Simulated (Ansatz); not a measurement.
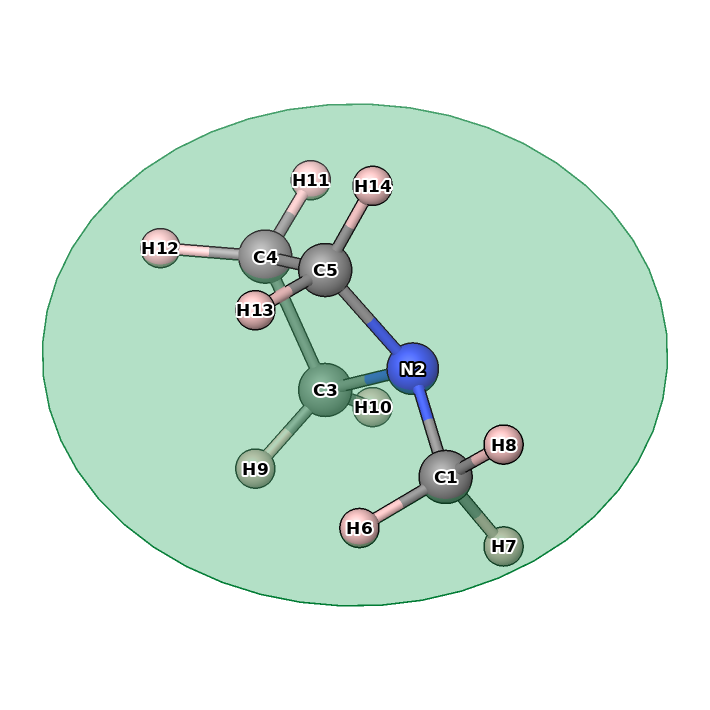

A disc through the centre of mass is drawn in. Atoms fade into the background with distance from the viewer. Computed geometry: PBE0-D4/def2-TZVP optimisation. No frequency run is at hand to confirm it as a minimum.

Q: Is the plane of the disc a mirror plane of the structure?

A: Yes. The reflection leaves C1, N2, C4, H6, H11, H12 in place and moves C3 ↔ C5; H7 ↔ H8; H9 ↔ H13; H10 ↔ H14. The point group is Cs.
